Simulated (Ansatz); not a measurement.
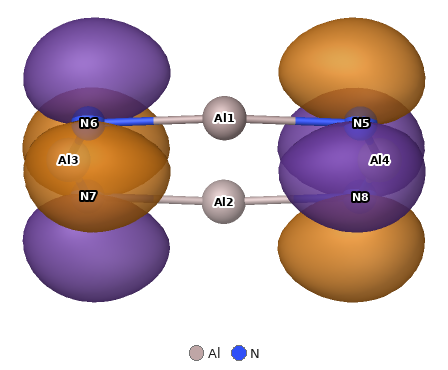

The picture shows: Al4N4 (charge −1, doublet). The HOMO (β) at ±0.1 Å⁻³ᐟ² (orange and purple are the two phases), seen from one side.

Geometry: r2SCAN-D4/def2-SVPD.

Computed with Ansatz 0.2.0, UKS PBE0-D4/def2-TZVPD.

Input

```
crystal:
  periodic: [false, false, false]
  atoms:
    - {symbol: Al, position_ang: [-1.411493, 1.394051, -0.042300]}
    - {symbol: Al, position_ang: [1.411521, -1.394083, 0.042330]}
    - {symbol: Al, position_ang: [1.396056, 1.411978, -0.050684]}
    - {symbol: Al, position_ang: [-1.396057, -1.411970, 0.050660]}
    - {symbol: N, position_ang: [-2.455272, -0.014577, 0.007699]}
    - {symbol: N, position_ang: [-0.014584, 2.453916, -0.081738]}
    - {symbol: N, position_ang: [2.455258, 0.014607, -0.006910]}
    - {symbol: N, position_ang: [0.014572, -2.453932, 0.080933]}
basis:
  gaussian: {orbitals: def2-TZVPD, initial_orbitals: start.molden}
total_charge: -1
magnetization: {spin_polarized: true, initial_magnetization: 1}
hamiltonian: {xc: pbe0, dispersion: d4}
scf: {omitted_lower_state_checks: [starts]}
output: {orbitals: {seedname: orbitals}}
```

Command:

```sh
ansatz run in.yaml --threads 4 --pin off --events-out ev --progress --plain --max-ram 4787MiB
```

### Describe this orbital and give its energy.

By Hirshfeld shares it lies mainly on N5 (about 20 %), N6 (about 20 %), N7 (about 20 %) and N8 (about 20 %); it changes sign across the molecular plane (π type); it is ungerade (odd under inversion). Its energy is −2.72 eV.
